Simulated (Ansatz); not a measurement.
**HfN: response to strain**

The reference is HfN in the rock salt structure (space group Fm-3m, No. 225; relaxed with 0.1 eV smearing).

```
CELL_PARAMETERS angstrom
      0.00000     2.26285     2.26285
      2.26285     0.00000     2.26285
      2.26285     2.26285     0.00000
ATOMIC_POSITIONS crystal
  Hf 0.00000 0.00000 0.00000
  N  0.50000 0.50000 0.50000
```

Cartesian axes are those of the cell as printed.

Strains are applied to the cell and any free atomic positions relax; under biaxial strain the out-of-plane vector relaxes too.

Calculations: Kohn–Sham DFT with the r2SCAN functional, run in Ansatz (an electronic-structure program) with PAW and 500 eV plane waves, without spin-orbit coupling.

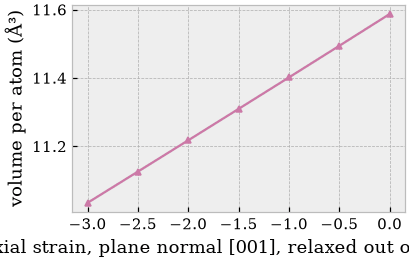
Figure: Volume per atom against biaxial strain, plane normal [001], relaxed out of plane

```tsv
biaxial strain, plane normal [001], relaxed out of plane (%)	volume per atom
-3	11.03 Å³
-2.5	11.13 Å³
-2	11.22 Å³
-1.5	11.31 Å³
-1	11.40 Å³
-0.5	11.49 Å³
```

Stability against distortions was not tested. All final runs are without spin polarisation. An odd electron count without spin: HfN.
